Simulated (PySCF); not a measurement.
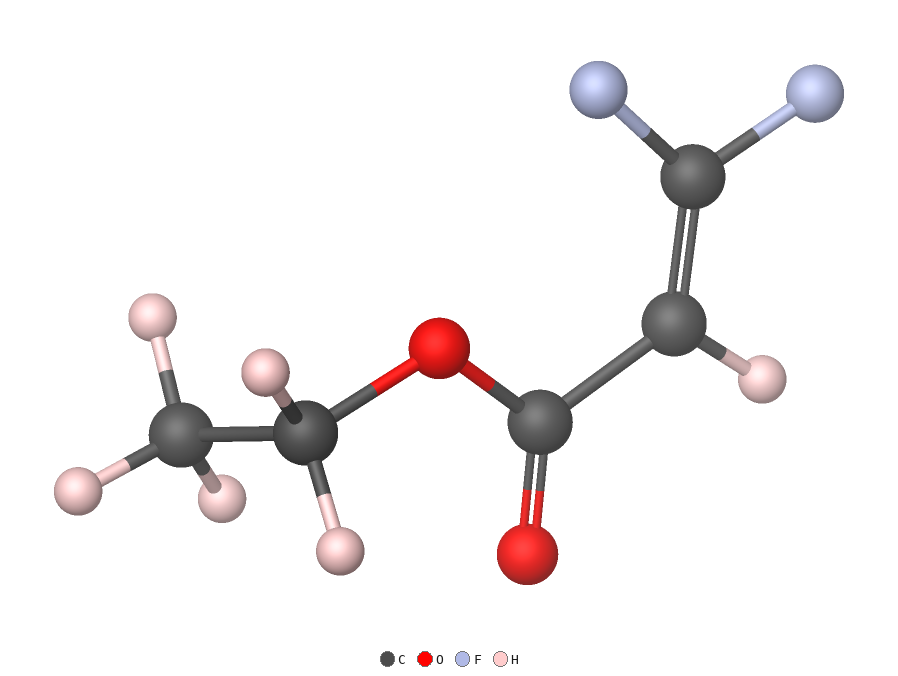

A ball-and-stick model of a molecule. Multiple sticks mark multiple bonds (one Kekulé form).

The geometry was computed by an optimisation with GFN2-xTB. No frequency run is at hand to confirm it as a minimum.

> What is the molecular formula?

C5H6F2O2, 15 atoms: 5 carbon, 6 hydrogen, 2 fluorine and 2 oxygen.

> How many bonds of each kind are drawn?

6 C–H, 3 C–C, 3 C–O, 2 C–F.

> Write the SMILES.

CCOC(=O)C=C(F)F

> Give the symmetry (Schoenflies symbol).

C1.

> Name some functional groups or characteristic bonds that it holds.

Among them: ester, alkene, C–F bond.

The parts below concern this one geometry. Atoms keep their numbers from picture to picture.

### Shape

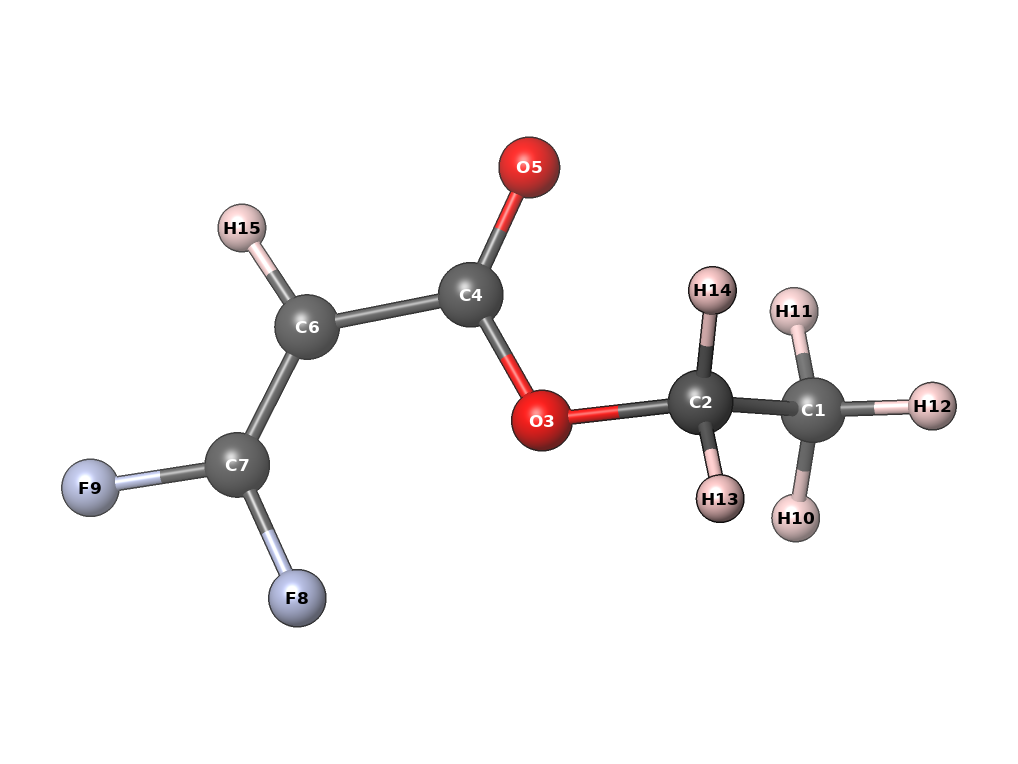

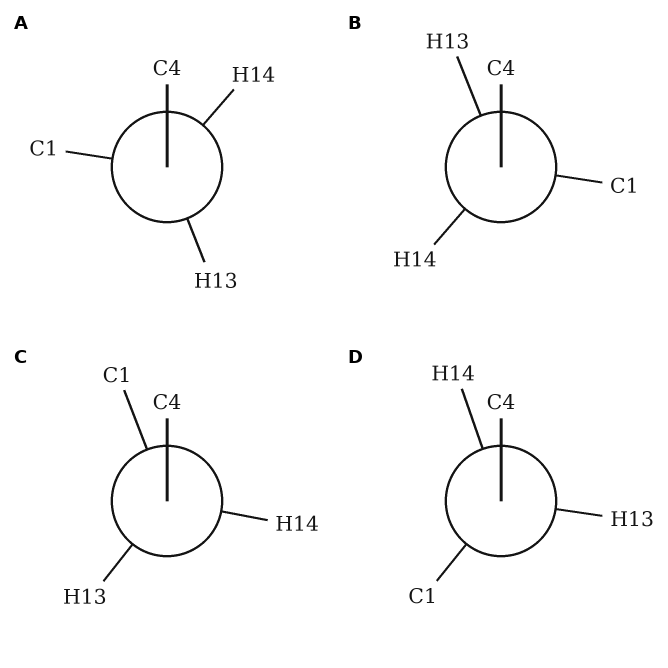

Distant atoms are faded towards the background colour. Bonds that would overlap in a projection are set slightly apart. No frequency run is at hand to confirm it as a minimum.

> Which Newman projection shows the view along O3–C2, with O3 in front?

A. The torsion angle C4–O3–C2–C1 is −81°, about perpendicular.

### Dipole moment

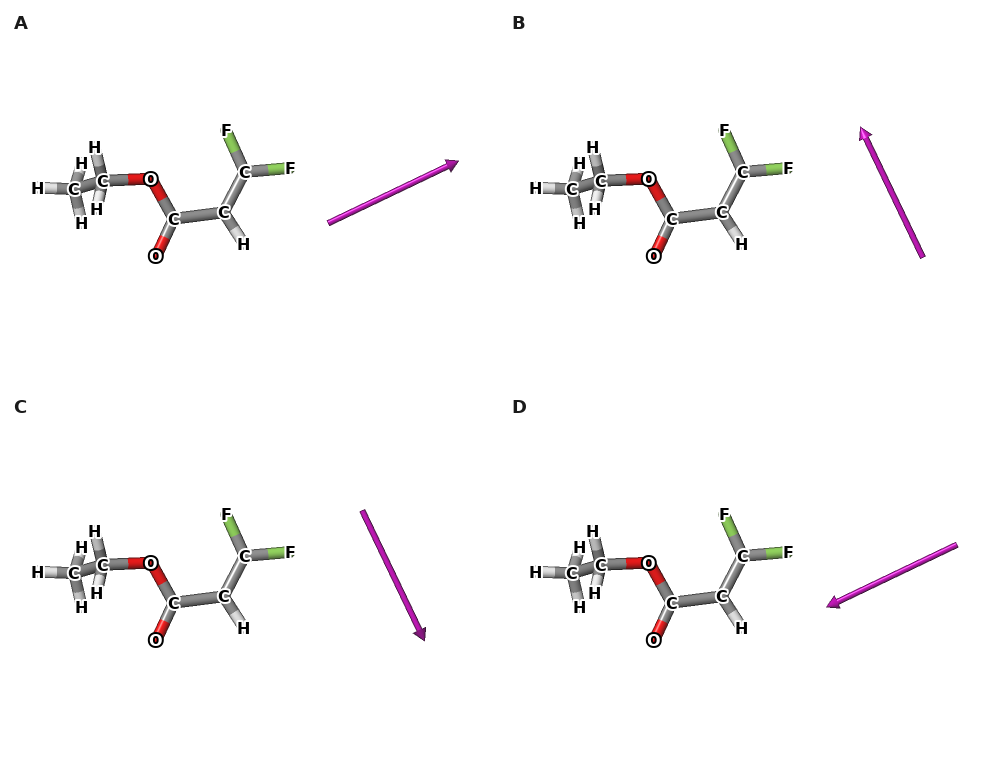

The same molecule four times, each with an arrow. No frequency run is at hand to confirm it as a minimum. Level of theory: PBE0/pcSseg-1, gas phase (PySCF 2.14.0).

> Which arrow points along the dipole moment, from the negative to the positive end?

B. The dipole moment is 1.44 D.

### Charges

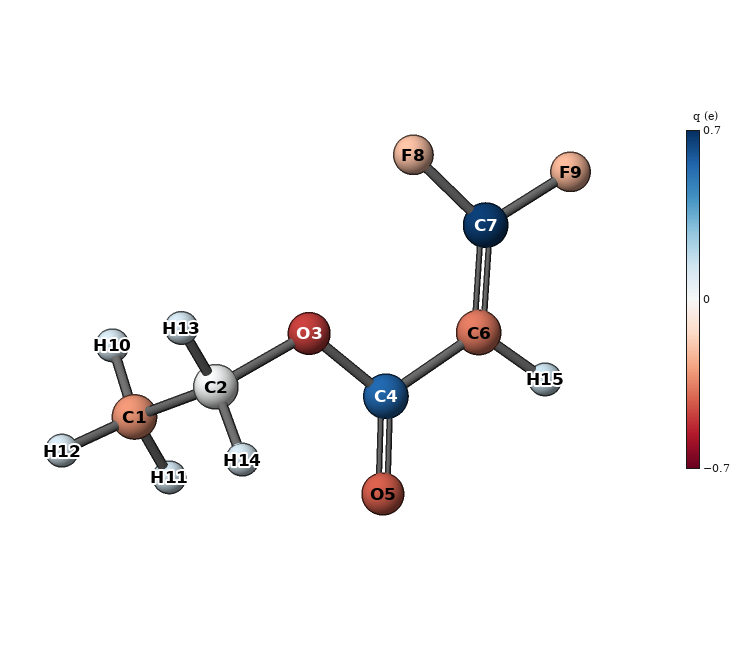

Atoms are coloured by their Mulliken charges. No frequency run is at hand to confirm it as a minimum. Level of theory: PBE0/pcSseg-1, gas phase (PySCF 2.14.0).

> Which atom carries the highest charge (most positive or least negative)?

C7 (0.66 e).

> And the lowest?

O3 (−0.48 e).

Give the Mulliken charges atom by atom.

```
atom  value (e)
  C1      −0.31
  C2       0.01
  O3      −0.48
  C4       0.55
  O5      −0.42
  C6      −0.36
  C7       0.66
  F8      −0.21
  F9      −0.23
 H10       0.12
 H11       0.14
 H12       0.12
 H13       0.13
 H14       0.13
 H15       0.16
```

### Bond orders

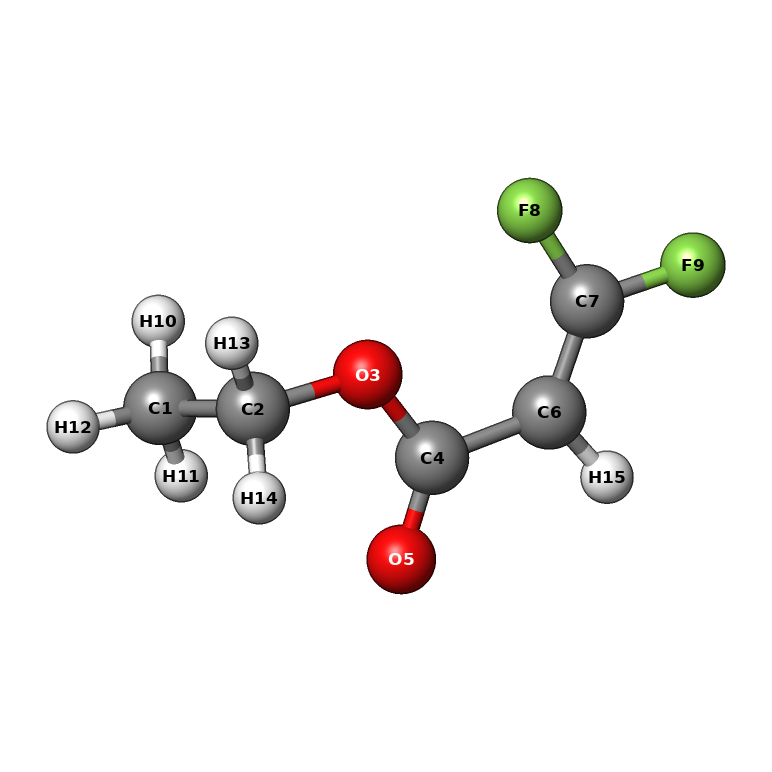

Every bond is drawn as one stick. No frequency run is at hand to confirm it as a minimum. Method: PBE0/pcSseg-1 (PySCF 2.14.0).

> Which bond has the highest Mayer bond order?

C4–O5, 1.89, at a length of 1.204 Å.

List the Mayer bond orders of C1–C2, C1–H10, C1–H11, C1–H12, C2–O3, C2–H13, C2–H14, O3–C4, C4–O5, C4–C6, C6–C7, C6–H15, C7–F8, C7–F9.

| bond | Mayer order | length (Å) |
| --- | --- | --- |
| C1–C2 | 1.07 | 1.522 |
| C1–H10 | 0.96 | 1.087 |
| C1–H11 | 0.96 | 1.087 |
| C1–H12 | 0.96 | 1.086 |
| C2–O3 | 0.84 | 1.430 |
| C2–H13 | 0.96 | 1.091 |
| C2–H14 | 0.94 | 1.095 |
| O3–C4 | 1.12 | 1.331 |
| C4–O5 | 1.89 | 1.204 |
| C4–C6 | 1.01 | 1.482 |
| C6–C7 | 1.71 | 1.324 |
| C6–H15 | 0.94 | 1.078 |
| C7–F8 | 1.07 | 1.314 |
| C7–F9 | 1.01 | 1.324 |

### NMR shielding

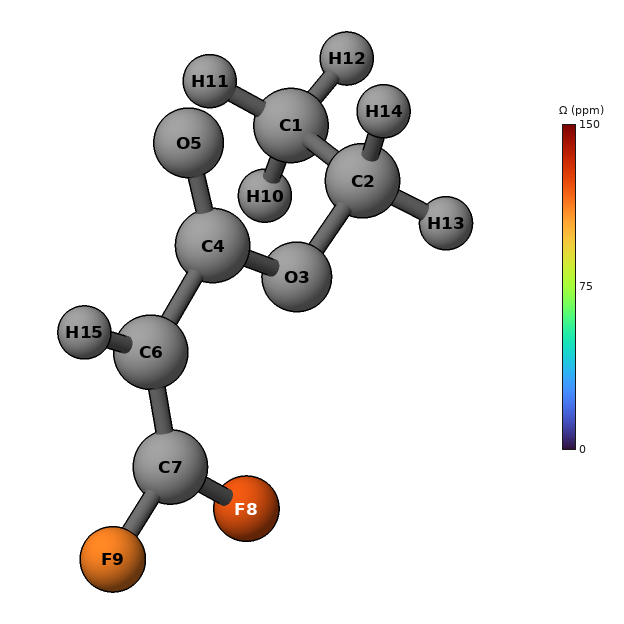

The F atoms are coloured by the span of their shielding tensor. No frequency run is at hand to confirm it as a minimum. Properties computed with GIAO PBE0/pcSseg-1 NMR shielding, non-relativistic, gas phase (PySCF 2.14.0). Principal shieldings σ11 ≤ σ22 ≤ σ33, span Ω = σ33 − σ11, skew κ = 3(σiso − σ22)/Ω.

Give the shielding tensors of the F atoms.

| atom | σ11 | σ22 | σ33 | σiso | Ω | κ |
| --- | --- | --- | --- | --- | --- | --- |
| F8 | 148.7 | 264.3 | 269.4 | 227.5 | 120.7 | −0.91 |
| F9 | 185.8 | 229.5 | 297.3 | 237.5 | 111.5 | 0.22 |

Shieldings and span in ppm.

Mulliken values depend strongly on the basis set and can even reverse the polarity of a bond.
